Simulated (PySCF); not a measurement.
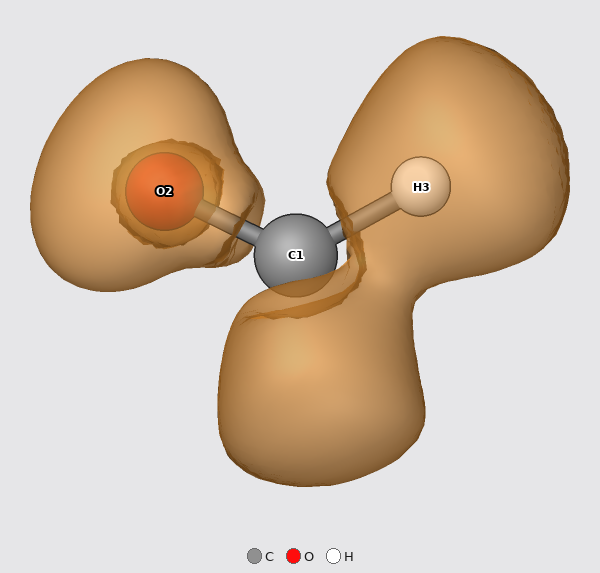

*CHO (formyl) (doublet). Isosurface of the ELF at 0.75 (orange), seen across its widest extent. Only the valence region is drawn (cores and ρ < 0.01 e/Å³ removed).*

Geometry: PBE0-D3(BJ)/ma-def2-SVP.

These are results of PySCF, DFT single point, gas phase, functional B3LYP, not measurements.

**Where are the electrons localised?**

At this value the surface marks out one region around a hydrogen nucleus and one region on O in which the atom's valence shell and bonds are merged. Profiles from the grid: C–O (1.17 Å): the ELF peaks at about 0.85 between the atoms (a short, multiple covalent bond). C–H (1.13 Å): the ELF climbs to about 1 towards the hydrogen, as it does in any bond to H; an ordinary covalent bond to hydrogen.
